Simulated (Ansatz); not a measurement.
The relaxed structure here is a generated cell of SrTiO3: the first start was made by placing the elements on the sites of a structure type, and the end was not matched to a known phase here, so it may be hypothetical. Known forms of SrTiO3 include space group No. 221.

One stationary structure of SrTiO$_{3}$. Space group R-3c (No. 167). Computed with r2SCAN (plane waves to 500 eV, PAW, scalar-relativistic; Ansatz, an electronic-structure program).

Space group R-3c, hexagonal axes (No. 167); a = b = 5.916 Å, c = 16.550 Å, α = β = 90.00°, γ = 120.00°

```json
[
 {"atom": "Ti", "site": "6a", "symmetry": "32", "x": "0.0000", "y": "0.0000", "z": "0.2500"},
 {"atom": "Sr", "site": "6b", "symmetry": "-3.", "x": "0.0000", "y": "0.0000", "z": "0.0000"},
 {"atom": "O", "site": "18e", "symmetry": ".2", "x": "0.2985", "y": "0.2985", "z": "0.7500"}
]
```
(The calculation used a cell of 10 atoms; values per cell refer to that cell.)

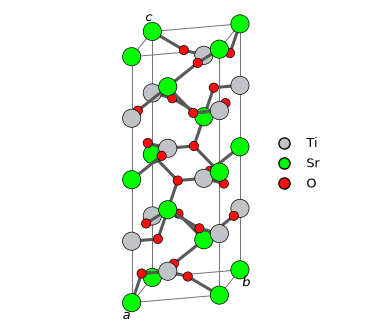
Fig. 1. The conventional cell of the relaxed structure

```yaml
volume_per_atom: 16.72 Å³
density: 3.64 g/cm³
band_gap: 3.15 eV, direct at Γ (no spin-orbit coupling)
shortest_distances: O–Ti 1.77 Å; O–Sr 2.50 Å; O–O 3.06 Å
k-mesh: 7×7×7
```

Band energies at high-symmetry points (eV from the VBM; labels of this space group; no spin-orbit coupling), from −5 eV up to 6.1 eV:

```
point                                                                                                                                        energies
-----  ----------------------------------------------------------------------------------------------------------------------------------------------
Γ            -2.46 -2.46 -2.31 -2.13 -2.13 -2.04 -1.97 -1.89 -1.89 -1.29 -1.29 -1.28 -1.28 -0.90 -0.46 -0.46 -0.45 0.00 3.15 3.35 4.46 4.46 4.55 4.55
T           -2.26 -2.26 -2.26 -2.26 -2.10 -2.10 -1.52 -1.52 -1.52 -1.52 -1.36 -1.36 -1.03 -1.03 -1.03 -1.03 -0.63 -0.63 3.63 3.63 4.59 4.59 4.59 4.59
H2          -2.66 -2.66 -2.43 -2.43 -2.14 -2.14 -1.87 -1.87 -1.39 -1.39 -1.28 -1.28 -0.89 -0.89 -0.44 -0.44 -0.30 -0.30 3.38 3.38 4.39 4.39 4.78 4.78
H0          -2.66 -2.66 -2.43 -2.43 -2.14 -2.14 -1.87 -1.87 -1.39 -1.39 -1.28 -1.28 -0.89 -0.89 -0.44 -0.44 -0.30 -0.30 3.38 3.38 4.39 4.39 4.78 4.78
L           -2.60 -2.60 -2.43 -2.43 -2.10 -2.10 -1.99 -1.99 -1.58 -1.58 -1.17 -1.17 -0.66 -0.66 -0.56 -0.56 -0.22 -0.22 3.29 3.29 4.51 4.51 4.60 4.60
S0          -2.71 -2.59 -2.45 -2.45 -2.26 -2.04 -1.96 -1.83 -1.47 -1.35 -1.29 -1.24 -1.02 -0.65 -0.49 -0.43 -0.32 -0.18 3.33 3.37 4.30 4.49 4.73 4.78
S2          -2.71 -2.59 -2.45 -2.45 -2.26 -2.04 -1.96 -1.83 -1.47 -1.35 -1.29 -1.24 -1.02 -0.65 -0.49 -0.43 -0.32 -0.18 3.33 3.37 4.30 4.49 4.73 4.78
F      -2.85 -2.56 -2.44 -2.28 -2.16 -2.05 -1.85 -1.79 -1.55 -1.44 -1.31 -1.22 -1.12 -0.67 -0.59 -0.47 -0.26 -0.20 3.39 3.42 4.18 4.54 4.77 4.87 6.12
```

No spin polarisation in the result.

The run could not lose the symmetry of its start, so the end can be a saddle point.
